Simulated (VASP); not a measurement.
Band structure of HfB$_{2}$ (AlB2 type). Calculation: PW91 GGA, VASP's PBE PAW potentials (set 64) (plane waves; VASP).

Unless said otherwise, spin-orbit coupling is left out, though it shifts the bands of the heavy elements here.

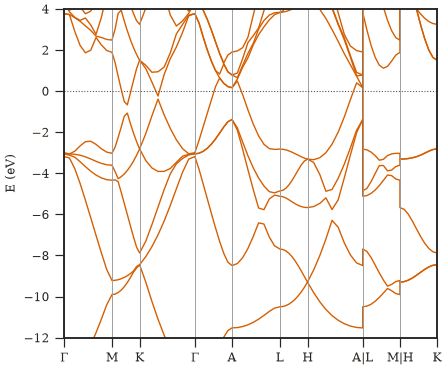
*Bands along high-symmetry lines, zero at the valence-band maximum or, without a gap, the Fermi level*

**Question.** Read the plot: is there a gap, and where are the band edges?

**Answer.** It has no gap at this level: it comes out as a metal or semimetal. (Edges off the drawn lines would not show.)

The compound is HfB2 in the AlB2 type structure. It was relaxed first.
